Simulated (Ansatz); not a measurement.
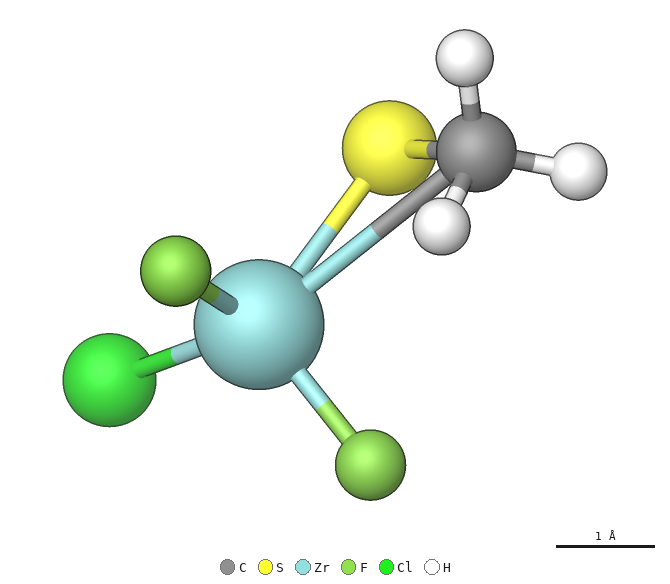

Rendered structure (ball-and-stick style). Every bond is drawn as one stick, whatever its order.

Charge 0, singlet. The computed structure is the end point of a PBE0-D4/def2-TZVP optimisation.

Count the atoms of each element.

CH3ClF2SZr, 9 atoms: 1 carbon, 3 hydrogen, 1 chlorine, 2 fluorine, 1 sulfur and 1 zirconium.

Which point group does it belong to?

Cs.

Count the bonded pairs by element.

3 C–H, 2 F–Zr, 1 C–S, 1 S–Zr, 1 C–Zr, 1 Cl–Zr. Sticks follow a distance rule.

The parts below concern this one geometry. Atoms keep their numbers from picture to picture.

Shape

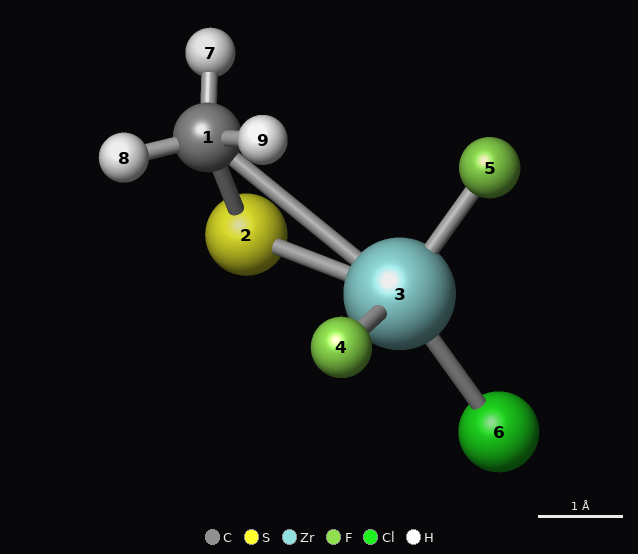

Numbered structure.

What are the angles S2–C1–Zr3, S2–C1–H7, S2–C1–H9, Zr3–C1–H7, Zr3–C1–H9, C1–S2–Zr3, C1–Zr3–S2, C1–Zr3–F4, C1–Zr3–Cl6, S2–Zr3–F4, S2–Zr3–Cl6, F4–Zr3–F5, F4–Zr3–Cl6?

| angle | degrees |
| --- | --- |
| S2–C1–Zr3 | 53.9 |
| S2–C1–H7 | 108.8 |
| S2–C1–H9 | 114.3 |
| Zr3–C1–H7 | 124.7 |
| Zr3–C1–H9 | 60.4 |
| C1–S2–Zr3 | 88.1 |
| C1–Zr3–S2 | 38.0 |
| C1–Zr3–F4 | 86.6 |
| C1–Zr3–Cl6 | 146.6 |
| S2–Zr3–F4 | 108.3 |
| S2–Zr3–Cl6 | 108.6 |
| F4–Zr3–F5 | 107.9 |
| F4–Zr3–Cl6 | 111.8 |

Vibrations

Harmonic vibrations computed with RKS PBE0-D4/def2-TZVP, core potentials on Zr (Ansatz 0.2.0) at a stationary point of the same level.

List the wavenumbers.

21 modes: 63, 82, 106, 108, 125, 145, 154, 171, 400, 425, 666, 671, 705, 954, 983, 1374, 1438, 1485, 3009, 3120, 3177 cm⁻¹.

Dipole moment

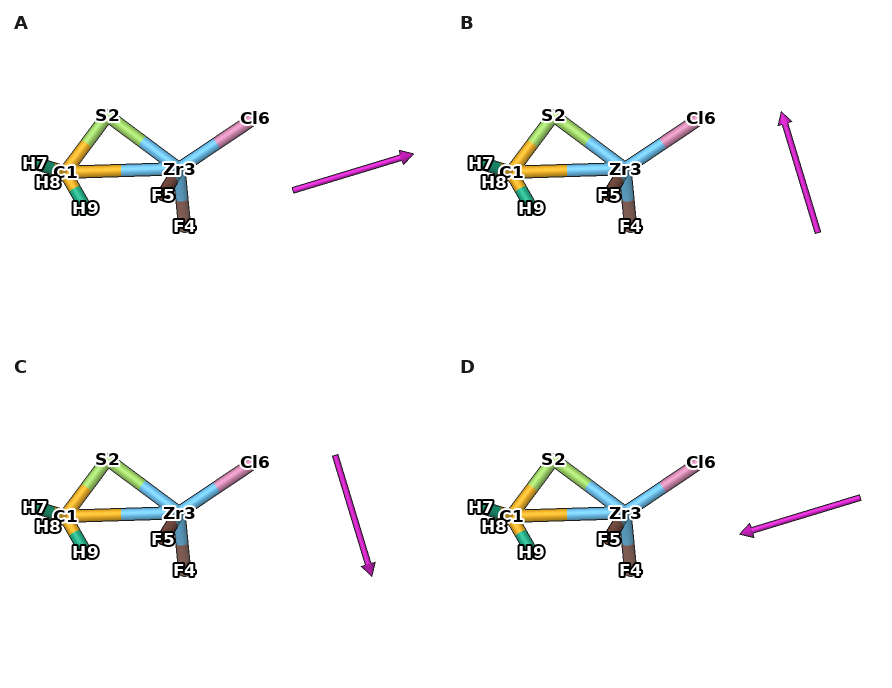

The same molecule four times, each with an arrow. Method: RKS B3LYP-D4/def2-TZVPP, core potentials on Zr (Ansatz 0.2.0).

Which arrow points along the dipole moment, from the negative to the positive end?

D. The dipole moment is 1.96 D; it points from the side of Cl6 to the side of H7, H8 (the outermost atoms at the two ends).

Charges

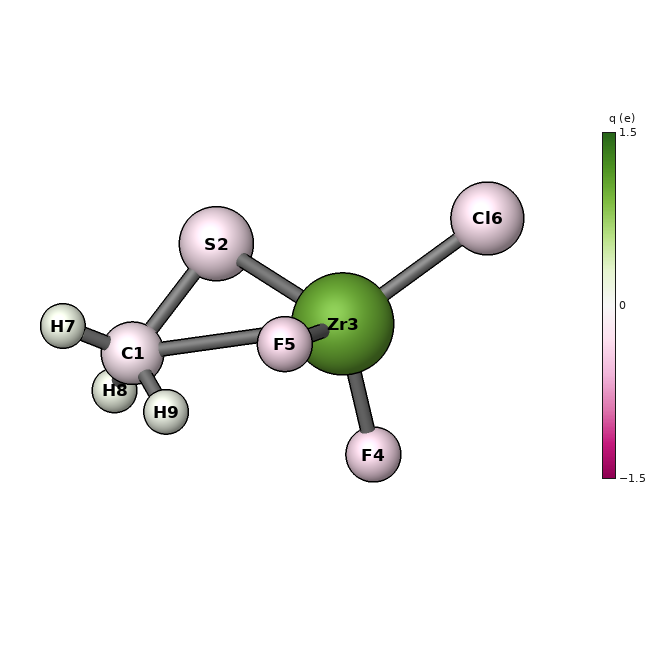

Atoms are coloured by their Mulliken charges. Properties computed with RKS PBE-D4/def2-TZVPP, core potentials on Zr (Ansatz 0.2.0).

Which atom carries the highest charge (most positive or least negative)?

Zr3 (1.01 e).

And the lowest?

F4, F5 (−0.33 e).

List the Mulliken charges.

```json
{"atom": "C1", "value (e)": "−0.20"}
{"atom": "S2", "value (e)": "−0.25"}
{"atom": "Zr3", "value (e)": "1.01"}
{"atom": "F4", "value (e)": "−0.33"}
{"atom": "F5", "value (e)": "−0.33"}
{"atom": "Cl6", "value (e)": "−0.27"}
{"atom": "H7", "value (e)": "0.13"}
{"atom": "H8", "value (e)": "0.13"}
{"atom": "H9", "value (e)": "0.11"}
```

Electronic properties

Level of theory: RKS PBE0-D4/def2-TZVPP, core potentials on Zr (Ansatz 0.2.0).

Give the HOMO energy (Kohn–Sham orbital) at this level.

−7.71 eV.

Estimate the LUMO energy (Kohn–Sham orbital).

−2.10 eV.

Estimate the vertical ionisation energy.

9.72 eV.

Give the dispersion correction at this level.

−21.3 kJ/mol.

Mulliken values depend strongly on the basis set and can even reverse the polarity of a bond.
